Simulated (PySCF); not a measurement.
## Electronic structure of C$_{4}$H$_{8}$FO$_{2}$Si (SMILES [CH2][C@H](F)C(=O)C[SiH2]O) (doublet) in real space

```xyz
16

C    -1.5550   -1.0527   -0.3204
C    -1.8649    0.2629    0.2095
F    -2.1490    1.1944   -0.7593
C    -0.5011    0.5527    0.8900
O    -0.3300    0.2081    2.0453
C     0.5556    1.1005    0.0273
Si    1.9268   -0.2606   -0.1277
O     2.0130   -1.0279    1.2855
H    -1.1253   -1.1412   -1.2980
H    -1.6124   -1.9078    0.3208
H    -2.6645    0.2946    0.9563
H     1.0135    1.9425    0.5432
H     0.1799    1.4363   -0.9323
H     3.1907    0.4224   -0.3779
H     1.5468   -1.2014   -1.1774
H     1.3683   -0.8139    1.9711
```

Geometry: GFN2-xTB.

All numbers below come from UKS B3LYP, pcH-1 on C F H O Si, non-relativistic, mean-field spin-orbit, GIAO in PySCF 2.14.0, density-fitted response routines.

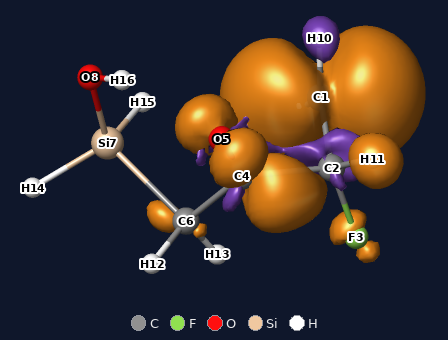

Figure 1. Isosurfaces of the spin density at +0.015 (orange) and −0.015 e/Å³ (purple), seen across its widest extent.

### Describe the spin distribution.

The unpaired spin (1 electron) lies mostly on C1 (about 0.7) and H9 (about 0.1), in electrons by Hirshfeld's partition.

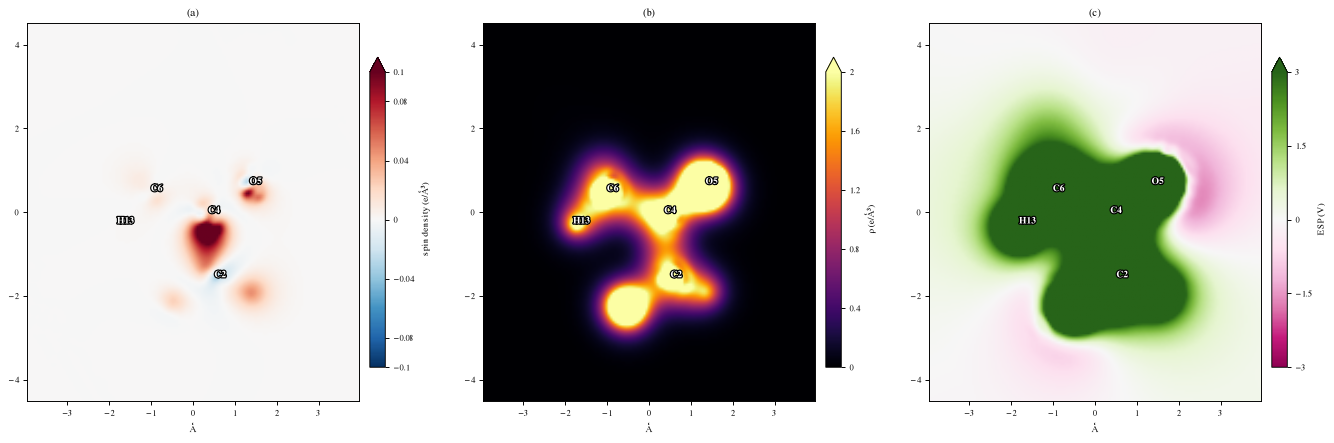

Figure 2. (a) spin density; (b) electron density; (c) electrostatic potential on the plane of atoms O5, C4 and C6.

### What do the fields say about this system?

The plane passes through C, O and H nuclei.
C–O (1.22 Å): ρ at the midpoint is about 4.6 e/Å³.
C–C (1.47 Å): ρ is about 1.7 e/Å³ halfway.
C–C (1.55 Å): ρ at the midpoint is about 1.5 e/Å³.

Outside the dense part of the molecule the potential is most negative (−1.6 V) near O5.

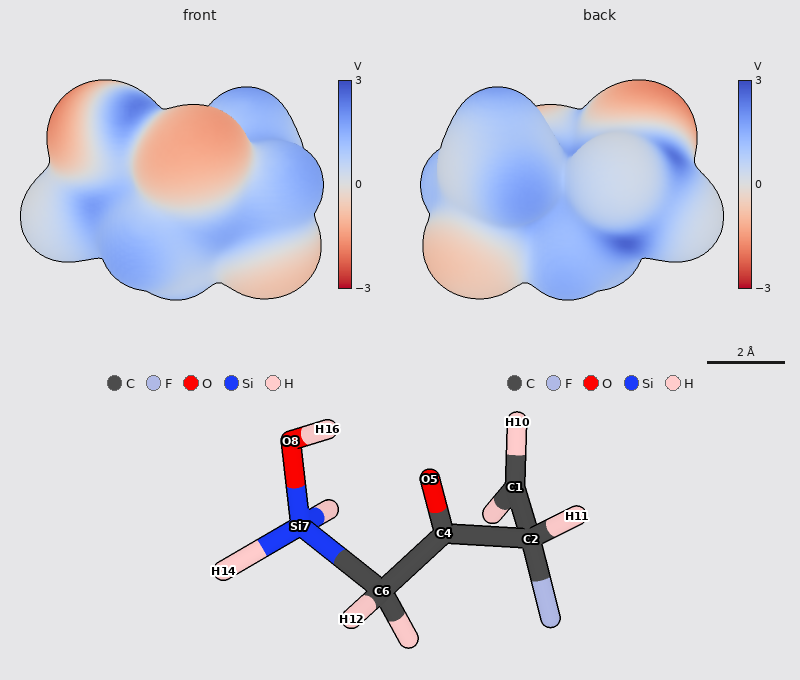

Figure 3. The molecular electrostatic potential painted on the density surface at 0.004 e/bohr³, seen from the front and from behind; the colour scale runs from red (negative) to blue (positive). The bare structure is drawn below in the same view.

### Where is the surface potential most negative and most positive?

The most negative region (about −1.7 V) lies over O8, the most positive (about +2.3 V) over Si7 and H16. O8 is the likeliest acceptor of a hydrogen bond.
